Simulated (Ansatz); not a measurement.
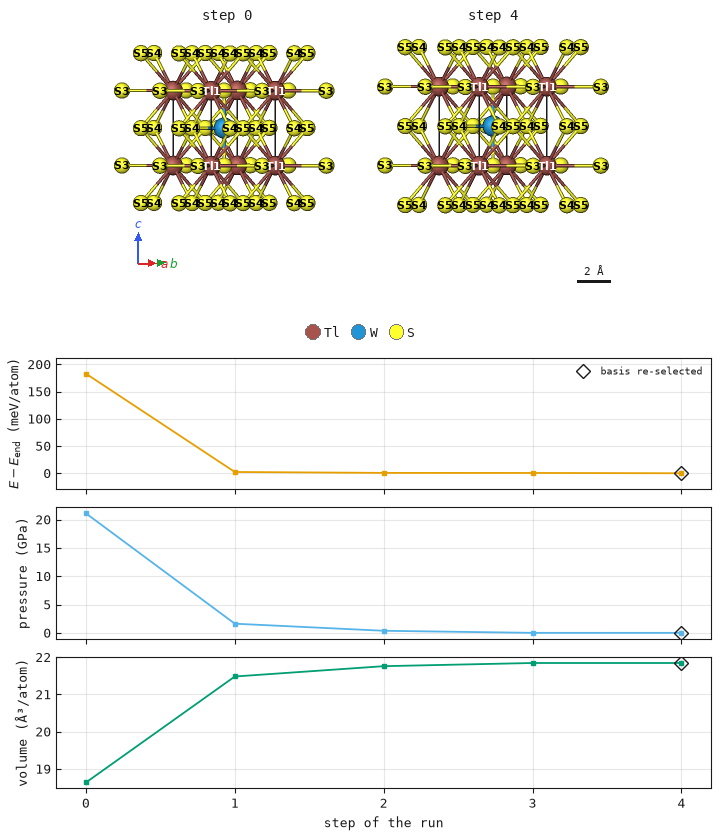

First and last geometry of a relaxation of crystalline TlWS₃ (built on the BaTiO3 type) (coarse preliminary run), with the history of the run. Style: ball-and-stick. Shown: the cell of the calculation, from a free direction.

Case: BaTiO3 type (P4/mmm, No. 123).

Computed with DFT PBE, scalar-relativistic, plane waves, PAW in Ansatz. (plane-wave cutoff 420 eV; k-point mesh 4 × 4 × 4; occupations gaussian; smearing width 0.1 eV; no spin polarisation; cell and atoms relaxed; force threshold 0.04 eV/Å; at most 70 steps)

### What do the curves and the structures tell?

It converged. The atoms keep their places relative to the cell (all moves are under 0.005 Å). The drawn cell changes as follows: a = b 4.527 → 4.775 Å (+5.5 %), c 4.547 → 4.789 Å (+5.3 %); the volume changes by +17.2 %. Among the contacts that change: S–Tl 3.201 → 3.377 Å, S–W 2.263 → 2.388 Å. The space group stays P4/mmm (No. 123). The energy falls by 183 meV per atom in 3 accepted moves (4 points after the start). All forces vanish by symmetry, so only the cell relaxes. The pressure goes from 21.09 to 0.01 GPa. The SCF was repeated once at an unchanged geometry on a basis and grid sized afresh for the cell, which shifted the energy by 0.6 meV per atom at most.
